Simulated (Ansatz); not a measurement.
# CH5BClN (SMILES CNBCl) at revPBE/def2-SVP

What is the energy change on altering one bond length of CH5BClN at revPBE/def2-SVP? 

The calculation is run with Ansatz 0.2.0.

128 further runs of the same task are left out: 128 set aside as unsound or not needed.

## (1) Starting point

The species is CH5BClN (9 atoms), meant as a singlet with charge 0. As SMILES, `CNBCl`. The coordinates come from a PBE0-D4/def2-TZVP relaxation. This is one conformer, not always the lowest.

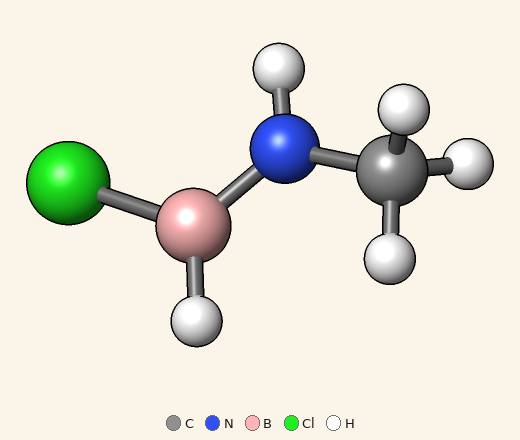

Viewed from a chosen angle; carbon grey, nitrogen blue, boron pink, chlorine green, hydrogen white.

## (2) The energy at revPBE/def2-SVP

The input, run.yaml:

```yaml
basis:
  gaussian: {orbitals: def2-SVP}
crystal:
  periodic: [false, false, false]
  atoms:
    - {symbol: C, position_ang: [0.510100, 0.482100, -0.973400]}
    - {symbol: N, position_ang: [-0.407900, -0.226000, -0.111700]}
    - {symbol: B, position_ang: [-0.261100, -0.415200, 1.248200]}
    - {symbol: Cl, position_ang: [-1.495300, -1.314500, 2.144800]}
    - {symbol: H, position_ang: [0.907000, -0.170400, -1.756500]}
    - {symbol: H, position_ang: [0.027900, 1.338900, -1.452800]}
    - {symbol: H, position_ang: [1.346700, 0.849900, -0.380000]}
    - {symbol: H, position_ang: [-1.220500, -0.605500, -0.573900]}
    - {symbol: H, position_ang: [0.681600, 0.014200, 1.838200]}
hamiltonian: {xc: {name: revPBE}}
accuracy: high
output: {orbitals: {seedname: orbitals}}
```

Started as:

```
$ ansatz run run.yaml --threads 1 --pin off --max-ram 3480MiB --events-out events.jsonl --progress --plain --runs-dir runs
```

Log:

```text
Warning: RAYON_NUM_THREADS=1 ignored (pool sized by the plan → 1); use --threads N
Functional definition: revPBE
  name "revPBE"
  parameter kappa = 1.245
  parameter beta = 0.06672455060314922
  exchange = pbe_x(kappa = kappa, mu = beta*pi^2/3)
  correlation = pbe_c(beta = beta)
2017 factors; integrals over basis functions are off by at most 8.2e-9 eV
mean field evaluation 1: about -15792.1190 eV, gradient 5.7e1 eV
mean field evaluation 2: about -15769.2859 eV, gradient 1.1e2 eV
mean field evaluation 4: about -15799.8943 eV, gradient 6.9e0 eV
mean field evaluation 8: about -15800.0072 eV, gradient 3.6e-1 eV
mean field evaluation 16: about -15800.0075 eV, gradient 5.3e-6 eV
mean field -15800.00751381 eV, -580.6395665026 hartree, gradient 3.8e-8 eV, S^2 0.000000; 0 other end points of the search recorded, 0 dependent functions left out
reference -15800.00751755 eV, -580.6395666402 hartree; 20, 20 occupied and 65, 65 virtual orbitals, 2017 factors
Total energy: -15800.00751755 eV, -580.6395666402 hartree
```

It took 4.8 s on 1 thread of Arm Neoverse V2, shared host; peak memory 0.22 GiB.

## (3) The distorted shape, same level

The input, job.yaml:

```yaml
crystal:
  periodic: [false, false, false]
  atoms:
    - {symbol: C, position_ang: [0.488085, 0.510473, -1.177338]}
    - {symbol: N, position_ang: [-0.429915, -0.197627, -0.315638]}
    - {symbol: B, position_ang: [-0.261100, -0.415200, 1.248200]}
    - {symbol: Cl, position_ang: [-1.495300, -1.314500, 2.144800]}
    - {symbol: H, position_ang: [0.884985, -0.142027, -1.960438]}
    - {symbol: H, position_ang: [0.005885, 1.367273, -1.656738]}
    - {symbol: H, position_ang: [1.324685, 0.878273, -0.583938]}
    - {symbol: H, position_ang: [-1.242515, -0.577127, -0.777838]}
    - {symbol: H, position_ang: [0.681600, 0.014200, 1.838200]}
basis:
  gaussian: {orbitals: def2-SVP}
hamiltonian: {xc: {name: revPBE}}
accuracy: high
output: {orbitals: {seedname: orbitals}}
```

Started as:

```
$ ansatz run job.yaml --threads 1 --pin off --max-ram 3480MiB --events-out events.jsonl --progress --plain --runs-dir runs
```

Log (excerpt; [...] marks lines left out):

```text
Warning: RAYON_NUM_THREADS=1 ignored (pool sized by the plan → 1); use --threads N
[... 6 set-up lines as earlier in the session ...]
2005 factors; integrals over basis functions are off by at most 6.1e-9 eV
mean field evaluation 1: about -15791.6554 eV, gradient 5.7e1 eV
mean field evaluation 2: about -15756.1851 eV, gradient 1.2e2 eV
mean field evaluation 4: about -15799.3510 eV, gradient 8.0e0 eV
mean field evaluation 8: about -15799.5125 eV, gradient 5.5e-1 eV
mean field evaluation 16: about -15799.5133 eV, gradient 7.4e-6 eV
mean field -15799.51330491 eV, -580.6214046606 hartree, gradient 7.4e-8 eV, S^2 0.000000; 0 other end points of the search recorded, 0 dependent functions left out
reference -15799.51330877 eV, -580.6214048026 hartree; 20, 20 occupied and 65, 65 virtual orbitals, 2005 factors
Total energy: -15799.51330877 eV, -580.6214048026 hartree
```

It took 4.8 s on 1 thread of Arm Neoverse V2, shared host; peak memory 0.22 GiB.

## (4) What came out

Level: revPBE/def2-SVP.

```
                                                         quantity          value
                                        first shape: total energy  -580.63957 Eh
                                         first shape: HOMO energy       -6.27 eV
                                         first shape: LUMO energy       -0.28 eV
                                       first shape: HOMO–LUMO gap        6.00 eV
                                    distorted shape: total energy  -580.62140 Eh
                                     distorted shape: HOMO energy       -5.73 eV
                                     distorted shape: LUMO energy       -1.06 eV
                                   distorted shape: HOMO–LUMO gap        4.67 eV
energy change with the N2–B3 bond stretched from 1.381 to 1.588 Å       0.494 eV
```

**Reading.** With the N2–B3 bond stretched from 1.381 to 1.588 Å the energy rises by 0.49 eV (11.4 kcal/mol). The first shape isn't relaxed at this level, so the change isn't measured from a minimum.
